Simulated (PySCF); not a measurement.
# CH₆BNO₂: NMR shifts and spin-spin couplings at several levels of theory, part 2 of 2

PySCF 2.14.0. Atoms count from 0. Earlier steps stand in the parts before.

### Step 8. Shielding tensors: PBE0/cc-pVTZ

What the job is given:

```
{"job": {"kind": "nmr", "xc": "PBE0", "basis": "cc-pVTZ", "pop": true}, "charge": 0, "multiplicity": 1}
C      1.467417     0.022718     0.518639
N      0.296233     0.576579    -0.106908
B     -0.874755    -0.154645    -0.419753
O     -0.921935    -1.492684    -0.128080
O     -1.982427     0.411858    -1.011331
H      1.324029    -1.058112     0.648774
H      2.377901     0.167809    -0.089930
H      1.661581     0.454968     1.517146
H      0.333409     1.572041    -0.279024
H     -1.758289    -1.870399    -0.414447
H     -1.883759     1.345154    -1.211196
```

Method: GIAO PBE0/cc-pVTZ NMR shielding, non-relativistic, gas phase.

Output:

```text
coarse grid: 9128 points
cycle   1  E = -271.5736444742  dE =  6.145e-01  |g| = 9.075e-01  |ddm| = 6.581e+00
cycle   2  E = -271.4434897896  dE =  1.302e-01  |g| = 1.267e+00  |ddm| = 2.604e+00
cycle   3  E = -271.7213303308  dE = -2.778e-01  |g| = 7.566e-02  |ddm| = 1.539e+00
cycle   4  E = -271.7220440603  dE = -7.137e-04  |g| = 4.672e-02  |ddm| = 1.523e-01
cycle   5  E = -271.7224733200  dE = -4.293e-04  |g| = 7.323e-03  |ddm| = 6.252e-02
cycle   6  E = -271.7224830717  dE = -9.752e-06  |g| = 2.108e-03  |ddm| = 1.129e-02
final grid: 88056 points
cycle   7  E = -271.7097090299  dE = -7.916e-05  |g| = 8.334e-03  |ddm| = 9.666e-02
cycle   8  E = -271.7096929533  dE =  1.608e-05  |g| = 1.225e-02  |ddm| = 2.528e-02
cycle   9  E = -271.7097221813  dE = -2.923e-05  |g| = 6.714e-04  |ddm| = 1.488e-02
cycle  10  E = -271.7097222474  dE = -6.607e-08  |g| = 3.068e-04  |ddm| = 1.271e-03
cycle  11  E = -271.7097222665  dE = -1.916e-08  |g| = 5.805e-05  |ddm| = 4.675e-04
cycle  12  E = -271.7097222670  dE = -4.887e-10  |g| = 2.342e-05  |ddm| = 8.379e-05
converged SCF energy = -271.7097222670

GIAO shielding tensors (ppm)
atom      isotropic    diamagn.    paramagn.     s11        s22        s33       span
  0 C      158.920     239.703     -80.782    136.527    151.401    188.833     52.307
  1 N      214.899     307.172     -92.273    184.286    205.193    255.218     70.932
  2 B       84.240     198.491    -114.251     70.348     86.972     95.400     25.053
  3 O      260.056     381.066    -121.010    200.269    287.351    292.547     92.278
  4 O      258.065     386.093    -128.029    201.513    271.117    301.564    100.051
  5 H       28.045      29.127      -1.083     23.508     28.550     32.076      8.568
  6 H       28.872      28.630       0.242     23.991     26.854     35.772     11.780
  7 H       28.848      28.753       0.095     23.963     26.790     35.791     11.827
  8 H       30.398      31.889      -1.491     22.522     30.752     37.918     15.396
  9 H       29.018      30.344      -1.326     22.336     25.379     39.338     17.003
 10 H       29.526      32.490      -2.963     22.468     26.393     39.718     17.251
```

Wall time 18 s (1 thread of Arm Neoverse V1, shared host); peak memory 0.88 GiB.

Key values: δ C0 28.4, N1 51.9, B2 18.5, O3 75.8, H5 2.70, H9 2.02 ppm (means over like atoms).

### Step 9. Shielding tensors: PBE0/aug-cc-pVDZ

Same as in step 8 but for these lines:

```diff
@@ -1,2 +1,2 @@
-{"job": {"kind": "nmr", "xc": "PBE0", "basis": "cc-pVTZ", "pop": true}, "charge": 0, "multiplicity": 1}
+{"job": {"kind": "nmr", "xc": "PBE0", "basis": "aug-cc-pVDZ", "pop": true}, "charge": 0, "multiplicity": 1}
 C      1.467417     0.022718     0.518639
```

Level: GIAO PBE0/aug-cc-pVDZ NMR shielding, non-relativistic, gas phase.

Output:

```text
coarse grid: 9128 points
cycle   1  E = -271.5015732371  dE =  6.346e-01  |g| = 8.482e-01  |ddm| = 7.064e+00
cycle   2  E = -271.3590520376  dE =  1.425e-01  |g| = 1.217e+00  |ddm| = 2.485e+00
cycle   3  E = -271.6407118497  dE = -2.817e-01  |g| = 7.344e-02  |ddm| = 1.410e+00
cycle   4  E = -271.6414132064  dE = -7.014e-04  |g| = 4.454e-02  |ddm| = 1.535e-01
cycle   5  E = -271.6418382936  dE = -4.251e-04  |g| = 6.330e-03  |ddm| = 6.223e-02
cycle   6  E = -271.6418461039  dE = -7.810e-06  |g| = 1.948e-03  |ddm| = 1.116e-02
final grid: 88056 points
cycle   7  E = -271.6460529160  dE = -2.713e-05  |g| = 7.532e-03  |ddm| = 8.865e-02
cycle   8  E = -271.6460372319  dE =  1.568e-05  |g| = 1.150e-02  |ddm| = 2.455e-02
cycle   9  E = -271.6460651972  dE = -2.797e-05  |g| = 5.692e-04  |ddm| = 1.423e-02
cycle  10  E = -271.6460652621  dE = -6.488e-08  |g| = 1.898e-04  |ddm| = 1.195e-03
cycle  11  E = -271.6460652692  dE = -7.090e-09  |g| = 5.756e-05  |ddm| = 3.131e-04
cycle  12  E = -271.6460652698  dE = -5.845e-10  |g| = 1.845e-05  |ddm| = 9.828e-05
converged SCF energy = -271.6460652698

GIAO shielding tensors (ppm)
atom      isotropic    diamagn.    paramagn.     s11        s22        s33       span
  0 C      167.762     207.061     -39.298    146.512    159.026    197.748     51.236
  1 N      222.756     273.398     -50.642    193.502    215.583    259.184     65.682
  2 B       90.963     201.364    -110.401     75.655     93.960    103.273     27.618
  3 O      267.531     378.209    -110.679    212.221    288.880    301.492     89.271
  4 O      266.617     381.266    -114.649    214.850    278.792    306.211     91.361
  5 H       28.081      26.714       1.367     23.485     28.587     32.170      8.686
  6 H       28.837      25.959       2.878     23.919     26.890     35.703     11.784
  7 H       28.817      25.652       3.165     23.904     26.820     35.727     11.823
  8 H       30.347      34.771      -4.424     22.635     30.874     37.532     14.897
  9 H       29.212      31.464      -2.252     22.536     25.715     39.384     16.848
 10 H       29.788      34.669      -4.881     22.748     26.753     39.862     17.113
```

It took 12 s on 1 thread of Arm Neoverse V1, shared host; peak memory 0.74 GiB.

This run: δ C0 27.4, N1 47.1, B2 19.2, O3 68.8, H5 2.82, H9 1.90 ppm (means over like atoms).

### Step 10. Nuclear shieldings: PBE0/IGLO-III

Same as in step 9 but for these lines:

```diff
@@ -1,2 +1,2 @@
-{"job": {"kind": "nmr", "xc": "PBE0", "basis": "aug-cc-pVDZ", "pop": true}, "charge": 0, "multiplicity": 1}
+{"job": {"kind": "nmr", "xc": "PBE0", "basis": "IGLO-III", "pop": true}, "charge": 0, "multiplicity": 1}
 C      1.467417     0.022718     0.518639
```

With the program's defaults for keys left out, this is: GIAO PBE0/IGLO-III NMR shielding, non-relativistic, gas phase.

Output:

```text
coarse grid: 9128 points
cycle   1  E = -271.5776909472  dE =  6.163e-01  |g| = 9.128e-01  |ddm| = 1.995e+00
cycle   2  E = -271.4229639416  dE =  1.547e-01  |g| = 1.318e+00  |ddm| = 1.015e+00
cycle   3  E = -271.7270897555  dE = -3.041e-01  |g| = 7.799e-02  |ddm| = 6.270e-01
cycle   4  E = -271.7277210742  dE = -6.313e-04  |g| = 5.328e-02  |ddm| = 5.325e-02
cycle   5  E = -271.7282851190  dE = -5.640e-04  |g| = 7.356e-03  |ddm| = 2.526e-02
cycle   6  E = -271.7282944361  dE = -9.317e-06  |g| = 2.288e-03  |ddm| = 3.914e-03
final grid: 88056 points
cycle   7  E = -271.7271261200  dE = -9.481e-05  |g| = 7.813e-03  |ddm| = 4.644e-02
cycle   8  E = -271.7271117933  dE =  1.433e-05  |g| = 1.142e-02  |ddm| = 8.070e-03
cycle   9  E = -271.7271372867  dE = -2.549e-05  |g| = 6.977e-04  |ddm| = 4.788e-03
cycle  10  E = -271.7271373462  dE = -5.954e-08  |g| = 3.878e-04  |ddm| = 4.101e-04
cycle  11  E = -271.7271373749  dE = -2.870e-08  |g| = 6.437e-05  |ddm| = 1.788e-04
cycle  12  E = -271.7271373755  dE = -6.127e-10  |g| = 2.403e-05  |ddm| = 3.157e-05
converged SCF energy = -271.7271373755

GIAO shielding tensors (ppm)
atom      isotropic    diamagn.    paramagn.     s11        s22        s33       span
  0 C      154.775     246.731     -91.956    131.433    146.803    186.090     54.657
  1 N      209.498     310.047    -100.548    176.067    201.184    251.244     75.178
  2 B       79.726     191.869    -112.143     65.111     83.012     91.055     25.943
  3 O      253.067     387.928    -134.861    192.357    279.127    287.717     95.360
  4 O      252.258     388.220    -135.963    195.189    264.677    296.907    101.718
  5 H       28.160      29.352      -1.192     23.558     28.700     32.221      8.663
  6 H       28.911      28.448       0.463     23.994     26.932     35.808     11.814
  7 H       28.888      28.700       0.188     23.964     26.866     35.833     11.869
  8 H       30.432      33.249      -2.817     22.570     30.934     37.792     15.222
  9 H       29.163      30.054      -0.891     22.388     25.639     39.463     17.076
 10 H       29.722      31.624      -1.902     22.599     26.667     39.900     17.301
```

It took 18 s on 1 thread of Arm Neoverse V1, shared host; peak memory 0.89 GiB.

This run: δ C0 29.0, N1 51.0, B2 20.2, O3 74.5, H5 2.72, H9 1.93 ppm (means over like atoms).

### Step 11. Nuclear shieldings: PBE0/pcSseg-0

Same as in step 10 but for these lines:

```diff
@@ -1,2 +1,2 @@
-{"job": {"kind": "nmr", "xc": "PBE0", "basis": "IGLO-III", "pop": true}, "charge": 0, "multiplicity": 1}
+{"job": {"kind": "nmr", "xc": "PBE0", "basis": "pcSseg-0", "pop": true}, "charge": 0, "multiplicity": 1}
 C      1.467417     0.022718     0.518639
```

With the program's defaults for keys left out, this is: GIAO PBE0/pcSseg-0 NMR shielding, non-relativistic, gas phase.

Output:

```text
coarse grid: 9128 points
cycle   1  E = -270.9038814587  dE =  5.858e-01  |g| = 7.718e-01  |ddm| = 3.019e+00
cycle   2  E = -270.8459289322  dE =  5.795e-02  |g| = 9.847e-01  |ddm| = 1.443e+00
cycle   3  E = -271.0137608030  dE = -1.678e-01  |g| = 6.631e-02  |ddm| = 8.240e-01
cycle   4  E = -271.0144605663  dE = -6.998e-04  |g| = 3.509e-02  |ddm| = 8.435e-02
cycle   5  E = -271.0147040903  dE = -2.435e-04  |g| = 5.015e-03  |ddm| = 2.996e-02
cycle   6  E = -271.0147107775  dE = -6.687e-06  |g| = 7.247e-04  |ddm| = 5.911e-03
final grid: 88056 points
cycle   7  E = -270.9662316433  dE = -2.172e-05  |g| = 3.780e-03  |ddm| = 1.580e-02
cycle   8  E = -270.9662303868  dE =  1.257e-06  |g| = 4.544e-03  |ddm| = 7.330e-03
cycle   9  E = -270.9662348259  dE = -4.439e-06  |g| = 4.410e-04  |ddm| = 3.968e-03
cycle  10  E = -270.9662348631  dE = -3.721e-08  |g| = 1.293e-04  |ddm| = 4.343e-04
cycle  11  E = -270.9662348659  dE = -2.808e-09  |g| = 4.037e-05  |ddm| = 1.209e-04
cycle  12  E = -270.9662348663  dE = -3.589e-10  |g| = 6.602e-06  |ddm| = 4.048e-05
converged SCF energy = -270.9662348663

GIAO shielding tensors (ppm)
atom      isotropic    diamagn.    paramagn.     s11        s22        s33       span
  0 C      162.647     243.703     -81.056    140.053    155.135    192.752     52.699
  1 N      220.905     328.888    -107.983    185.782    214.945    261.989     76.207
  2 B       88.007     191.364    -103.356     71.028     88.872    104.121     33.093
  3 O      263.536     391.874    -128.337    198.976    289.624    302.009    103.033
  4 O      263.373     398.233    -134.860    202.731    285.680    301.707     98.976
  5 H       29.242      28.727       0.515     23.768     29.764     34.194     10.426
  6 H       30.295      28.580       1.715     25.191     28.243     37.450     12.259
  7 H       30.284      28.628       1.656     25.206     28.193     37.453     12.247
  8 H       33.036      34.340      -1.303     24.826     32.133     42.149     17.323
  9 H       30.220      29.273       0.947     24.411     26.161     40.088     15.677
 10 H       30.779      31.772      -0.993     24.755     27.590     39.990     15.235
```

Run time: 3.7 s. Hardware: 1 thread of Arm Neoverse V1, shared host; peak memory 0.39 GiB.

This run: δ C0 30.9, N1 45.1, B2 16.9, O3 74.4, H5 2.89, H9 2.33 ppm (means over like atoms).

### Step 12. Spin-spin couplings: HF/pcJ-1

Same as in step 11 but for these lines:

```diff
@@ -1,2 +1,2 @@
-{"job": {"kind": "nmr", "xc": "PBE0", "basis": "pcSseg-0", "pop": true}, "charge": 0, "multiplicity": 1}
+{"job": {"kind": "j", "xc": "HF", "basis": "pcJ-1"}, "charge": 0, "multiplicity": 1}
 C      1.467417     0.022718     0.518639
```

Method: HF/pcJ-1 indirect spin-spin coupling, non-relativistic, gas phase.

Output:

```text
final grid: 88056 points
cycle   1  E = -270.2752688650  dE =  7.972e-01  |g| = 6.700e-01  |ddm| = 2.419e+00
cycle   2  E = -270.3536039280  dE = -7.834e-02  |g| = 3.453e-01  |ddm| = 5.274e-01
cycle   3  E = -270.3724195978  dE = -1.882e-02  |g| = 6.002e-02  |ddm| = 1.813e-01
cycle   4  E = -270.3733601996  dE = -9.406e-04  |g| = 1.137e-02  |ddm| = 5.452e-02
cycle   5  E = -270.3733966525  dE = -3.645e-05  |g| = 3.453e-03  |ddm| = 1.221e-02
cycle   6  E = -270.3733996428  dE = -2.990e-06  |g| = 8.867e-04  |ddm| = 3.230e-03
cycle   7  E = -270.3733999122  dE = -2.695e-07  |g| = 1.936e-04  |ddm| = 1.104e-03
cycle   8  E = -270.3733999278  dE = -1.555e-08  |g| = 6.530e-05  |ddm| = 2.806e-04
cycle   9  E = -270.3733999292  dE = -1.432e-09  |g| = 1.504e-05  |ddm| = 7.160e-05
cycle  10  E = -270.3733999293  dE = -8.004e-11  |g| = 5.377e-06  |ddm| = 1.697e-05
converged SCF energy = -270.3733999293

Indirect spin-spin couplings (Hz)
  i      j    bonds     total        FC       PSO       DSO        SD
  0 C    1 N    1    -26.417   -25.658    -0.057    -0.080    -0.623
  0 C    2 B    2     -0.666    -0.581    -0.035    -0.032    -0.019
  0 C    3 O    3     -2.114    -2.192     0.085    -0.007         -
  0 C    4 O    3     -0.112    -0.167     0.004     0.051         -
  0 C    5 H    1    172.936   171.781     0.467     0.688         -
  0 C    6 H    1    169.610   168.313     0.663     0.634         -
  0 C    7 H    1    169.618   168.322     0.660     0.636         -
  0 C    8 H    2     -5.597    -5.685     0.621    -0.534         -
  0 C    9 H    4      0.659     0.692     0.532    -0.564         -
  1 N    2 B    1    -52.590   -54.372     2.094    -0.154    -0.157
  1 N    3 O    2      6.307     6.499    -0.361    -0.000     0.170
  1 N    4 O    2      0.416     0.887    -0.617    -0.006     0.153
  1 N    5 H    2      4.650     4.854    -0.255     0.057    -0.006
  1 N    6 H    2      2.743     2.827    -0.200     0.097     0.018
  1 N    7 H    2      2.896     2.976    -0.202     0.099     0.023
  1 N    8 H    1   -101.508   -97.708    -3.188    -0.387    -0.225
  1 N    9 H    3     -3.343    -3.471    -0.186     0.285     0.029
  1 N   10 H    3     -0.098    -0.329     0.165    -0.033     0.100
  2 B    3 O    1    -31.697   -35.304     3.851    -0.155    -0.089
  2 B    4 O    1    -29.552   -32.964     3.638    -0.153    -0.072
  2 B    5 H    3      4.371     4.557    -0.369     0.194    -0.011
  2 B    6 H    3      3.060     3.106     0.375    -0.408    -0.013
  2 B    7 H    3      2.098     2.155     0.330    -0.371    -0.016
  2 B    8 H    2     -0.784     0.001    -0.133    -0.505    -0.146
  2 B    9 H    2     -9.996    -9.133    -0.144    -0.685    -0.035
  2 B   10 H    2     -7.544    -6.727    -0.003    -0.785    -0.030
  3 O    5 H    4      0.902     0.889     0.264    -0.251         -
  3 O    6 H    4      0.302     0.252    -0.072     0.122         -
  3 O    7 H    4      0.301     0.252    -0.056     0.106         -
  3 O    8 H    3     -4.146    -4.369    -0.123     0.347         -
  3 O    9 H    1   -113.502  -100.463   -12.702    -0.336         -
  3 O   10 H    3     -1.968    -2.150    -0.269     0.450         -
  4 O    5 H    4      0.170     0.082    -0.080     0.168         -
  4 O    6 H    4     -0.280    -0.273    -0.181     0.174         -
  4 O    7 H    4     -0.296    -0.292    -0.175     0.171         -
  4 O    8 H    3      0.447     0.157     0.228     0.062         -
  4 O    9 H    3     -0.009    -0.250     0.326    -0.086         -
  4 O   10 H    1   -114.452  -100.949   -13.179    -0.324         -
  5 H    6 H    2    -30.295   -30.269     2.384    -2.410         -
  5 H    7 H    2    -30.141   -30.120     2.372    -2.393         -
  5 H    8 H    3     18.591    18.619     3.677    -3.705         -
  5 H    9 H    5     -0.313    -0.269     2.072    -2.116         -
  6 H    7 H    2    -23.149   -23.162     2.569    -2.557         -
  6 H    8 H    3      2.446     2.622     0.910    -1.086         -
  6 H    9 H    5     -0.260    -0.115     1.818    -1.963         -
  6 H   10 H    5     -0.168    -0.056     0.833    -0.945         -
  7 H    8 H    3      2.138     2.321     0.940    -1.123         -
  7 H    9 H    5     -0.239    -0.095     1.813    -1.957         -
  7 H   10 H    5     -0.180    -0.064     0.864    -0.980         -
  8 H    9 H    4      2.145     2.382     2.538    -2.775         -
  9 H   10 H    4     -0.811    -0.563     2.898    -3.146         -
```

Run time: 11 s. Hardware: 1 thread of Arm Neoverse V1, shared host; peak memory 0.77 GiB.

A choice of the couplings up to four bonds, sorted by the number of bonds, with means over like pairs; isotopes 11B, 13C, 1H, 15N, 17O:

```
 pair  bonds  J (Hz)  Fermi contact (Hz)
C0–H5      1   170.7               169.5
O3–H9      1  -114.0              -100.7
N1–H8      1  -101.5               -97.7
N1–B2      1   -52.6               -54.4
B2–O3      1   -30.6               -34.1
C0–N1      1   -26.4               -25.7
H5–H6      2   -27.9               -27.9
B2–H9      2    -8.8                -7.9
C0–H8      2    -5.6                -5.7
N1–H5      2     3.4                 3.6
N1–O3      2     3.4                 3.7
H5–H8      3     7.7                 7.9
B2–H5      3     3.2                 3.3
O3–H8      3    -1.8                -2.1
N1–H9      3    -1.7                -1.9
C0–O3      3    -1.1                -1.2
H8–H9      4     1.1                 1.2
```

The spin-dipole term was solved for some atoms only; pairs without it lack that part.

The response was solved for the nuclei of B, C, H, N alone, so couplings that need other nuclei can be missing.

Quadrupole couplings from the field gradients of the same density:

```
atom  isotope  eQq/h (MHz)     η
  O4      17O       -9.129  0.44
  O3      17O       -8.868  0.41
  N1      14N       -4.785  0.45
  B2      11B        2.774  0.29
```

Joined with the shifts from before (PBE0/6-31G*, unscaled), the couplings predict the line list below for 500 MHz. Couplings to quadrupolar nuclei are left out.

¹H NMR δ 2.61 (s, 3H), 1.95 (br s, 2H), 0.31 (br s, 1H).

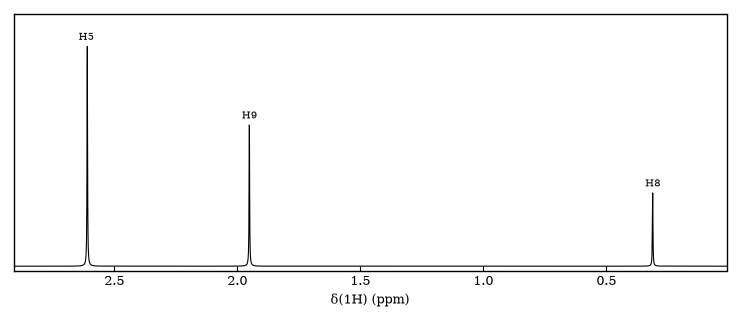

Simulated proton spectrum at 500 MHz, by exact diagonalisation of each spin system; lines 1.2 Hz wide, exchangeable protons uncoupled.

### Step 13. Side by side: NMR shifts

Shifts (ppm), means over like atoms, with basis size and wall time:

```
               run    C0    H5    H9     H8    N1    B2    O3  functions   time
       PBE0/6-31G*  28.3  2.61  1.95   0.31  37.9  16.1  58.0         82  5.3 s
PBE0/6-311+G(2d,p)  27.9  2.71  1.71   0.81  50.7  19.2  71.7        171   12 s
     PBE0/def2-SVP  26.9  2.45  2.09   0.39  46.2  18.7  69.5        100  6.1 s
    PBE0/def2-TZVP  28.7  2.69  1.74   0.75  50.9  18.8  74.7        191   14 s
      PBE0/cc-pVDZ  28.2  2.59  1.64   0.39  50.0  18.2  70.2        100  6.4 s
      PBE0/cc-pVTZ  28.4  2.70  2.02   0.89  51.9  18.5  75.8        234   18 s
  PBE0/aug-cc-pVDZ  27.4  2.82  1.90   1.05  47.1  19.2  68.8        169   12 s
     PBE0/IGLO-III  29.0  2.72  1.93   0.94  51.0  20.2  74.5        235   18 s
     PBE0/pcSseg-0  30.9  2.89  2.33  -0.20  45.1  16.9  74.4         57  3.7 s
```

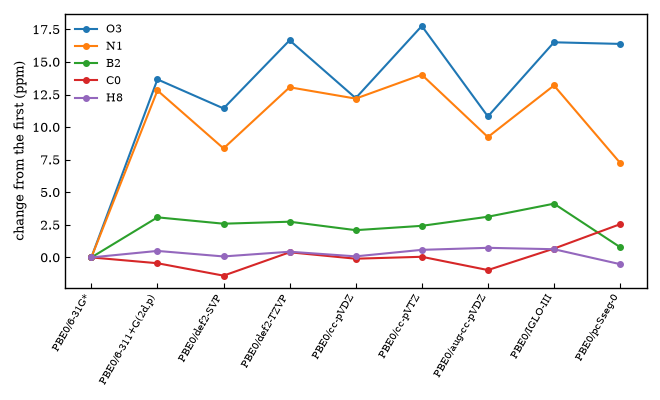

How five of the tabulated atoms move from run to run.

### Step 14. What came out

The summary covers parts 1 to 2.

| quantity | value |
| --- | --- |
| rotational constants (main isotopes) | 9.28, 3.73, 2.71 GHz |
| ¹³C shifts against TMS (PBE0/6-31G*) | 28.3 ppm |
| ¹H shifts against TMS (PBE0/6-31G*, means over atoms taken as alike) | 2.61, 1.95, 0.31 ppm |
| ¹⁵N shifts against NH3 (PBE0/6-31G*) | 37.9 ppm |
| ¹¹B shifts against BF3·OEt2 (PBE0/6-31G*) | 16.1 ppm |
| ¹⁷O shifts against H2O (PBE0/6-31G*, means over atoms taken as alike) | 58.0 ppm |
| largest coupling of the table (HF/pcJ-1) | ¹J(C,H) C0–H5, 170.7 Hz |
| range of the shift of O3 | 58.0 to 75.8 ppm |

In words: Single values in the summary come from the first run of each kind that ended normally (PBE0/6-31G*; HF/pcJ-1), which need not be the best level. The optimisation took 15 steps and gained 0.173 eV; among the close pairs (by a distance rule), C0–N1 changed most, from 1.484 to 1.439 Å. No frequency check was run at this level, so the end point may be a saddle. At PBE0/6-31G*: Shielding is most anisotropic at O3, O4 (span 88 ppm, paramagnetic term -122 ppm). Of the pairs tabulated at HF/pcJ-1, C0–H5 (mean over like pairs) couples most strongly (170.7 Hz; Fermi contact 169.5 Hz). Couplings across rotatable bonds belong to this one conformer; where others are populated, the observed values are averages. Across the 9 runs the shift of O3 (with its like atoms) moves most, between 58.0 (PBE0/6-31G*) and 75.8 ppm (PBE0/cc-pVTZ). Part of that comes from the computed reference.
